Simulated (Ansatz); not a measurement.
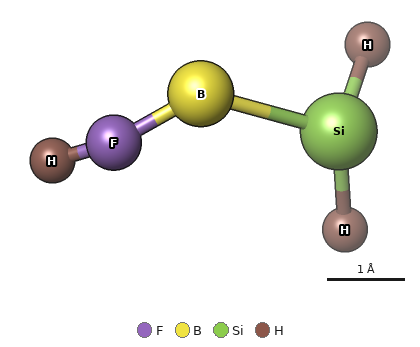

Figure 1. The starting structure (ball-and-stick view, seen at a tilt). Bond lengths as drawn: B–F 1.30 Å, B–Si 2.03 Å, F–H 0.91 Å and H–Si 1.49 Å.

**Run report: BSiH3F, geometry relaxation (part 1 of 2)**

- system: BSiH3F, multiplicity 2
- method: UKS PBE-D4/def2-SVP (Ansatz 0.2.0)

Input file
```yaml
crystal:
  periodic: [false, false, false]
  atoms:
    - {symbol: F, position_ang: [-0.532596, -2.321085, 0.591070]}
    - {symbol: B, position_ang: [0.265980, -1.296127, 0.641514]}
    - {symbol: Si, position_ang: [0.060177, 0.548512, -0.176011]}
    - {symbol: H, position_ang: [-1.178823, 0.815285, -0.963137]}
    - {symbol: H, position_ang: [-1.234565, -2.830609, 0.866252]}
    - {symbol: H, position_ang: [0.137896, 1.509230, 0.956188]}
basis:
  gaussian: {orbitals: def2-SVP}
magnetization: {spin_polarized: true, initial_magnetization: 1}
hamiltonian: {xc: pbe, dispersion: d4}
relax: {f_tol: 0.03, max_steps: 250}
```

Command:
```bash
ansatz run in.yaml --threads 2 --pin off --events-out ev --progress --plain --max-ram 4352MiB
```

The program's output
```
Functional definition: PBE
  name "PBE"
  cite "Perdew, Burke & Ernzerhof, Phys. Rev. Lett. 77, 3865 (1996) doi:10.1103/PhysRevLett.77.3865"
  parent pbe
  parameter kappa = 0.804
  parameter beta = 0.06672455060314922
  exchange = pbe_x(kappa = kappa, mu = beta*pi^2/3)
  correlation = pbe_c(beta = beta)
672 factors; their error is unknown
mean field evaluation 1: about -11296.6622 eV, gradient 1.8e1 eV
mean field evaluation 2: about -11275.8827 eV, gradient 4.0e1 eV
mean field evaluation 4: about -11299.0687 eV, gradient 5.6e0 eV
mean field evaluation 8: about -11299.3062 eV, gradient 3.1e-1 eV
mean field evaluation 16: about -11299.2665 eV, gradient 1.9e-3 eV
mean field evaluation 32: about -11298.8737 eV, gradient 3.8e0 eV
mean field -11299.26646831 eV, -415.2403837925 hartree, gradient 1.2e-5 eV, S^2 0.933911; 6 other end points of the search recorded, 0 dependent functions left out
the calculation of the forces begins
reference -11299.26650223 eV, -415.2403850389 hartree; 16, 15 occupied and 45, 46 virtual orbitals, 672 factors
relax step   1: F+E_penalty+E_count = -11299.35925848 eV  Δ(F+E_penalty+E_count) = +0.000e0 eV  max|allowed force component| = 8.324e0 eV/Å  Δτ_max = 0.0000 Å  (145 SCF iters, accepted)
these checks for a lower state are left out or cut short: starts, cluster_reference, orbital_swaps, neighbouring_geometries, increment
672 factors; their error is unknown
mean field evaluation 64: about -11300.4058 eV, gradient 2.5e-5 eV
mean field -11300.40584171 eV, -415.2822549928 hartree, gradient 2.6e-5 eV, S^2 0.825219; 0 other end points of the search recorded, 0 dependent functions left out
[... from here on the field's lines of each further geometry are left out, up to the last ...]
relax step   2: F+E_penalty+E_count = -11300.49865140 eV  Δ(F+E_penalty+E_count) = -1.139e0 eV  max|allowed force component| = 4.045e0 eV/Å  Δτ_max = 0.1944 Å  (42 SCF iters, accepted)
relax step   3: F+E_penalty+E_count = -11301.02640192 eV  Δ(F+E_penalty+E_count) = -5.278e-1 eV  max|allowed force component| = 1.460e0 eV/Å  Δτ_max = 0.1947 Å  (44 SCF iters, accepted)
relax step   4: F+E_penalty+E_count = -11301.19541131 eV  Δ(F+E_penalty+E_count) = -1.690e-1 eV  max|allowed force component| = 7.552e-1 eV/Å  Δτ_max = 0.2000 Å  (45 SCF iters, accepted)
relax step   5: F+E_penalty+E_count = -11301.34517484 eV  Δ(F+E_penalty+E_count) = -1.498e-1 eV  max|allowed force component| = 3.698e-1 eV/Å  Δτ_max = 0.2000 Å  (42 SCF iters, accepted)
relax step   6: F+E_penalty+E_count = -11301.43472320 eV  Δ(F+E_penalty+E_count) = -8.955e-2 eV  max|allowed force component| = 4.539e-1 eV/Å  Δτ_max = 0.1748 Å  (42 SCF iters, accepted)
relax step   7: F+E_penalty+E_count = -11301.46045898 eV  Δ(F+E_penalty+E_count) = -2.574e-2 eV  max|allowed force component| = 1.876e-1 eV/Å  Δτ_max = 0.0884 Å  (39 SCF iters, accepted)
relax step   8: F+E_penalty+E_count = -11301.46093814 eV  Δ(F+E_penalty+E_count) = -4.792e-4 eV  max|allowed force component| = 1.308e0 eV/Å  Δτ_max = 0.1970 Å  (39 SCF iters, accepted)
relax step   9: F+E_penalty+E_count = -11301.49076097 eV  Δ(F+E_penalty+E_count) = -2.982e-2 eV  max|allowed force component| = 2.059e-1 eV/Å  Δτ_max = 0.0482 Å  (35 SCF iters, accepted)
relax step  10: F+E_penalty+E_count = -11301.49335910 eV  Δ(F+E_penalty+E_count) = -2.598e-3 eV  max|allowed force component| = 9.164e-2 eV/Å  Δτ_max = 0.0175 Å  (38 SCF iters, accepted)
relax step  11: F+E_penalty+E_count = -11301.49576953 eV  Δ(F+E_penalty+E_count) = -2.410e-3 eV  max|allowed force component| = 9.267e-2 eV/Å  Δτ_max = 0.0577 Å  (39 SCF iters, accepted)
relax step  12: F+E_penalty+E_count = -11301.51360992 eV  Δ(F+E_penalty+E_count) = -1.784e-2 eV  max|allowed force component| = 4.449e-1 eV/Å  Δτ_max = 0.1907 Å  (40 SCF iters, accepted)
relax step  13: F+E_penalty+E_count = -11301.53944672 eV  Δ(F+E_penalty+E_count) = -2.584e-2 eV  max|allowed force component| = 7.341e-1 eV/Å  Δτ_max = 0.1940 Å  (42 SCF iters, accepted)
relax step  14: F+E_penalty+E_count = -11301.60569824 eV  Δ(F+E_penalty+E_count) = -6.625e-2 eV  max|allowed force component| = 3.194e-1 eV/Å  Δτ_max = 0.1972 Å  (38 SCF iters, accepted)
relax step  15: F+E_penalty+E_count = -11301.64329198 eV  Δ(F+E_penalty+E_count) = -3.759e-2 eV  max|allowed force component| = 6.518e-1 eV/Å  Δτ_max = 0.1951 Å  (43 SCF iters, accepted)
relax step  16: F+E_penalty+E_count = -11301.77048296 eV  Δ(F+E_penalty+E_count) = -1.272e-1 eV  max|allowed force component| = 9.975e-1 eV/Å  Δτ_max = 0.1590 Å  (42 SCF iters, accepted)
relax step  17: F+E_penalty+E_count = -11302.13278014 eV  Δ(F+E_penalty+E_count) = -3.623e-1 eV  max|allowed force component| = 2.786e0 eV/Å  Δτ_max = 0.1953 Å  (39 SCF iters, accepted)
relax step  18: F+E_penalty+E_count = -11302.69594085 eV  Δ(F+E_penalty+E_count) = -5.632e-1 eV  max|allowed force component| = 2.254e0 eV/Å  Δτ_max = 0.1978 Å  (39 SCF iters, accepted)
relax step  19: F+E_penalty+E_count = -11303.04527475 eV  Δ(F+E_penalty+E_count) = -3.493e-1 eV  max|allowed force component| = 3.148e0 eV/Å  Δτ_max = 0.1984 Å  (40 SCF iters, accepted)
relax step  20: F+E_penalty+E_count = -11303.16252765 eV  Δ(F+E_penalty+E_count) = -1.173e-1 eV  max|allowed force component| = 2.677e0 eV/Å  Δτ_max = 0.1945 Å  (38 SCF iters, accepted)
relax step  21: F+E_penalty+E_count = -11303.64865463 eV  Δ(F+E_penalty+E_count) = -4.861e-1 eV  max|allowed force component| = 9.694e-1 eV/Å  Δτ_max = 0.1955 Å  (39 SCF iters, accepted)
relax step  22: F+E_penalty+E_count = -11303.86491775 eV  Δ(F+E_penalty+E_count) = -2.163e-1 eV  max|allowed force component| = 1.046e0 eV/Å  Δτ_max = 0.1957 Å  (39 SCF iters, accepted)
relax step  23: F+E_penalty+E_count = -11304.04552404 eV  Δ(F+E_penalty+E_count) = -1.806e-1 eV  max|allowed force component| = 1.584e0 eV/Å  Δτ_max = 0.1971 Å  (39 SCF iters, accepted)
relax step  24: F+E_penalty+E_count = -11304.23605888 eV  Δ(F+E_penalty+E_count) = -1.905e-1 eV  max|allowed force component| = 7.365e-1 eV/Å  Δτ_max = 0.1973 Å  (38 SCF iters, accepted)
relax step  25: F+E_penalty+E_count = -11304.25758340 eV  Δ(F+E_penalty+E_count) = -2.152e-2 eV  max|allowed force component| = 1.103e0 eV/Å  Δτ_max = 0.1907 Å  (37 SCF iters, accepted)
relax step  26: F+E_penalty+E_count = -11304.33403601 eV  Δ(F+E_penalty+E_count) = -7.645e-2 eV  max|allowed force component| = 1.401e-1 eV/Å  Δτ_max = 0.1994 Å  (37 SCF iters, accepted)
relax step  27: F+E_penalty+E_count = -11304.34825159 eV  Δ(F+E_penalty+E_count) = -1.422e-2 eV  max|allowed force component| = 1.135e-1 eV/Å  Δτ_max = 0.1261 Å  (33 SCF iters, accepted)
relax step  28: F+E_penalty+E_count = -11304.38019264 eV  Δ(F+E_penalty+E_count) = -3.194e-2 eV  max|allowed force component| = 7.221e-1 eV/Å  Δτ_max = 0.1940 Å  (34 SCF iters, accepted)
relax step  29: F+E_penalty+E_count = -11304.43775622 eV  Δ(F+E_penalty+E_count) = -5.756e-2 eV  max|allowed force component| = 5.249e-1 eV/Å  Δτ_max = 0.1950 Å  (33 SCF iters, accepted)
relax step  30: F+E_penalty+E_count = -11304.44479081 eV  Δ(F+E_penalty+E_count) = -7.035e-3 eV  max|allowed force component| = 3.040e-1 eV/Å  Δτ_max = 0.1024 Å  (32 SCF iters, accepted)
relax step  31: F+E_penalty+E_count = -11304.45772827 eV  Δ(F+E_penalty+E_count) = -1.294e-2 eV  max|allowed force component| = 1.511e-1 eV/Å  Δτ_max = 0.1011 Å  (32 SCF iters, accepted)
relax step  32: F+E_penalty+E_count = -11304.45384995 eV  Δ(F+E_penalty+E_count) = +3.878e-3 eV  max|allowed force component| = 2.724e-1 eV/Å  Δτ_max = 0.0960 Å  (31 SCF iters, rejected (line search))
the calculation of the forces begins
reference -11304.37208251 eV, -415.4280116535 hartree; 16, 15 occupied and 45, 46 virtual orbitals, 672 factors
relax step  33: F+E_penalty+E_count = -11304.46085447 eV  Δ(F+E_penalty+E_count) = -3.126e-3 eV  max|allowed force component| = 1.451e-2 eV/Å  Δτ_max = 0.0446 Å  (31 SCF iters, accepted)
672 factors; their error is unknown
mean field evaluation 320: about -11304.3721 eV, gradient 6.6e-5 eV
```

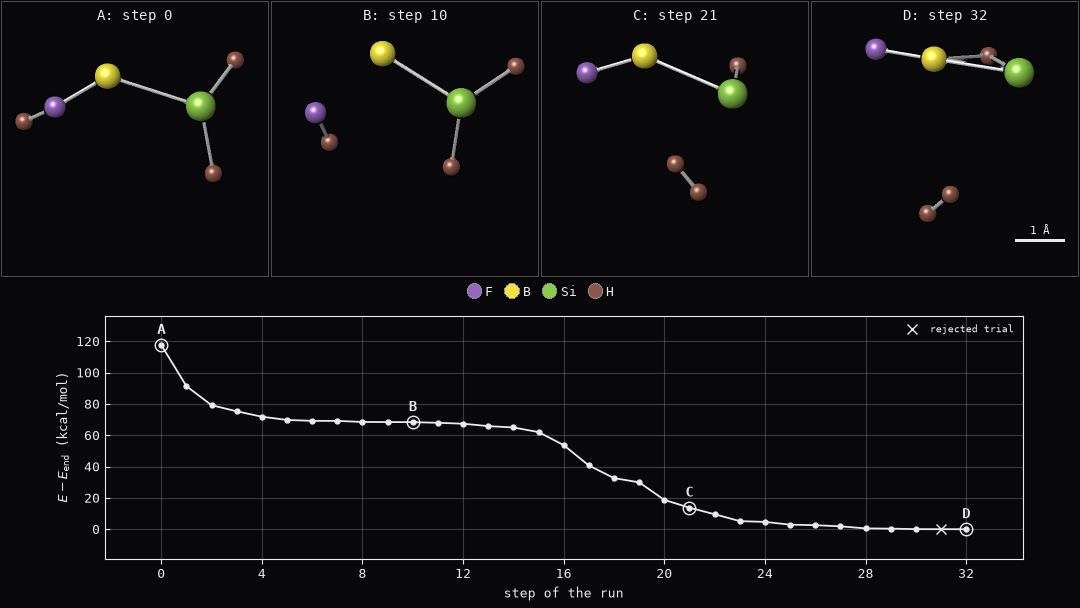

Figure 2. Frames of the relaxation (ball-and-stick view, seen at a tilt) above the curves, on which the letters mark them (the first geometry is step 0 here and step 1 in the log).

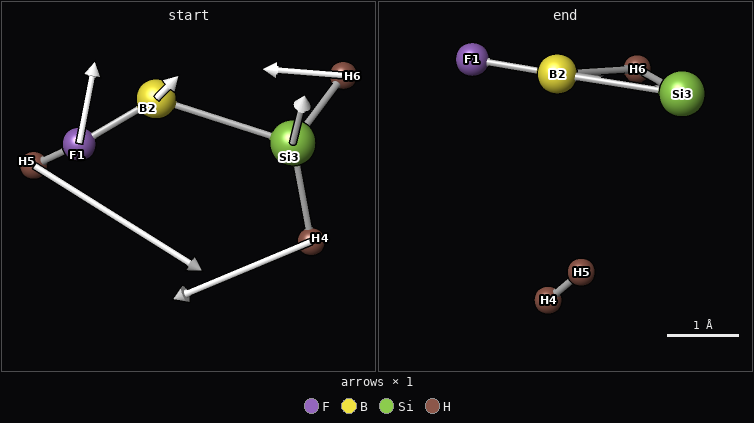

Figure 3. Before (left) and after (right) the relaxation, at one scale (ball-and-stick view, seen at a tilt). The white arrows give the displacements, at true length. The energy falls by 117.6 kcal/mol in 32 geometry steps. Largest force component: 8.3 eV/Å at the start, 0.015 eV/Å at the end. The line search rejected the trial step at point 31 (counted from 0) and went back. The atom that moves furthest after the best rigid fit is H5 (2.84 Å). By element the largest moves are H 2.84 Å, F 1.22 Å, Si 1.03 Å, B 0.50 Å. Among the contacts that change: H4–H5 4.079 → 0.771 Å, Si3–H4 1.492 → 4.018 Å, F1–H5 0.910 → 3.405 Å, B2–H6 2.826 → 1.468 Å. New bonds form: H4–H5 (4.08 → 0.77 Å). Bonds break: F1–H5 (0.91 → 3.41 Å), Si3–H4 (1.49 → 4.02 Å). Among the angles that change: B2–Si3–H6 106.0° → 47.9°, F1–B2–Si3 129.7° → 177.3°. (Atoms are counted from 1 in the order of the input.)

```
mean field -11304.37205117 eV, -415.4280105020 hartree, gradient 2.5e-5 eV, S^2 0.753837; 1 other end points of the search recorded, 0 dependent functions left out
the calculation of the forces begins
reference -11304.37208251 eV, -415.4280116535 hartree; 16, 15 occupied and 45, 46 virtual orbitals, 672 factors
Total energy: -11304.46088581 eV, -415.4312751147 hartree
Atom 0 at    -0.007678    -2.090027     1.480983 Å, force     0.002100    -0.005333    -0.000987 eV/Å
Atom 1 at     0.524707    -1.109342     0.800006 Å, force    -0.008725     0.014514     0.000548 eV/Å
Atom 2 at     1.254427     0.360985    -0.126616 Å, force     0.008592    -0.002155    -0.001322 eV/Å
Atom 3 at    -2.597304    -0.633856    -0.694186 Å, force     0.005871     0.001977     0.001045 eV/Å
Atom 4 at    -1.880769    -0.363376    -0.778520 Å, force    -0.006786    -0.004306     0.000538 eV/Å
Atom 5 at     0.224686     0.260821     1.234209 Å, force    -0.001053    -0.004697     0.000178 eV/Å
Dipole moment:    -0.041062    -0.066751     0.055048 e Å
```

Trajectory as extended XYZ (Å, eV, eV/Å), 33 frames, from step=1 to step=33
```
6
Properties=species:S:1:pos:R:3:forces:R:3 step=1 energy=-11299.35926
F    -0.5326   -2.3211    0.5911   -1.6681  -5.5115  -2.2231
B     0.2660   -1.2961    0.6415    4.1575   8.3242   0.5269
Si    0.0602    0.5485   -0.1760    0.6673  -1.7417   0.3672
H    -1.1788    0.8153   -0.9631   -0.6093  -0.0640  -0.0417
H    -1.2346   -2.8306    0.8663   -2.8267  -1.3071   1.1771
H     0.1379    1.5092    0.9562    0.2793   0.3001   0.1938
6
Properties=species:S:1:pos:R:3:forces:R:3 step=2 energy=-11300.49865
F    -0.4842   -2.3683    0.6051   -0.1992  -3.4949  -0.8456
B     0.2298   -1.1588    0.7743    1.0449   4.0451   0.3620
Si    0.0750    0.5318   -0.1947    0.1779  -0.7916   0.3289
H    -1.2466    0.7552   -0.9071   -0.1721  -0.0712   0.1367
H    -1.2925   -2.8827    0.7355   -1.0402   0.1365   0.0889
H     0.2366    1.5480    0.9028    0.1887   0.1761  -0.0709
6
Properties=species:S:1:pos:R:3:forces:R:3 step=3 energy=-11301.02640
F    -0.3971   -2.4671    0.6779   -0.7581  -1.4596  -0.0624
B     0.1462   -1.0346    0.8989   -0.0978   0.4482   0.1359
Si    0.0685    0.5061   -0.2016   -0.1598   0.2487   0.0740
H    -1.3063    0.7356   -0.8425    0.1421  -0.0522   0.1535
H    -1.3395   -2.9172    0.5634    0.8421   0.8442  -0.0392
H     0.3464    1.6024    0.8198    0.0316  -0.0294  -0.2618
6
Properties=species:S:1:pos:R:3:forces:R:3 step=4 energy=-11301.19541
F    -0.3786   -2.5432    0.7586   -0.5780  -0.7552  -0.2923
B     0.0395   -1.0302    0.9733    0.5515   0.4607   0.5210
Si    0.0441    0.4654   -0.1806   -0.3129   0.0425  -0.1213
H    -1.3404    0.7142   -0.7711    0.1007   0.0577  -0.0780
H    -1.2632   -2.8074    0.4147    0.2969   0.2439   0.0356
H     0.4167    1.6265    0.7210   -0.0582  -0.0495  -0.0650
6
Properties=species:S:1:pos:R:3:forces:R:3 step=5 energy=-11301.34518
F    -0.4291   -2.5957    0.7573   -0.2574  -0.3551  -0.2842
B     0.2133   -1.0719    1.0165    0.2364   0.3349   0.3698
Si    0.0164    0.4296   -0.1224   -0.0048   0.0716  -0.0058
H    -1.3370    0.6144   -0.7715   -0.1024  -0.0388  -0.0500
H    -1.2984   -2.6217    0.3493    0.1318   0.1661   0.0537
H     0.3528    1.6703    0.6866   -0.0037  -0.1788  -0.0835
6
Properties=species:S:1:pos:R:3:forces:R:3 step=6 energy=-11301.43472
F    -0.4375   -2.6220    0.6450   -0.4539   0.0598  -0.2354
B     0.2518   -1.0433    1.1358    0.1662  -0.0025   0.1764
Si    0.0352    0.3945   -0.0951    0.0309   0.0627  -0.0154
H    -1.3458    0.4568   -0.7185   -0.0407  -0.0110  -0.0454
H    -1.3230   -2.4517    0.3172    0.3801   0.0089   0.1552
H     0.3373    1.6909    0.6316   -0.0826  -0.1178  -0.0354
6
Properties=species:S:1:pos:R:3:forces:R:3 step=7 energy=-11301.46046
F    -0.4525   -2.5802    0.5685   -0.0043  -0.1876  -0.0448
B     0.3217   -1.0573    1.1545    0.0262   0.0776   0.0140
Si    0.0527    0.3755   -0.0852    0.0768   0.0632   0.0560
H    -1.3392    0.3747   -0.6916   -0.0439  -0.0520  -0.0183
H    -1.3502   -2.3744    0.3382   -0.0158   0.1489   0.0176
H     0.2857    1.6870    0.6315   -0.0390  -0.0501  -0.0244
```
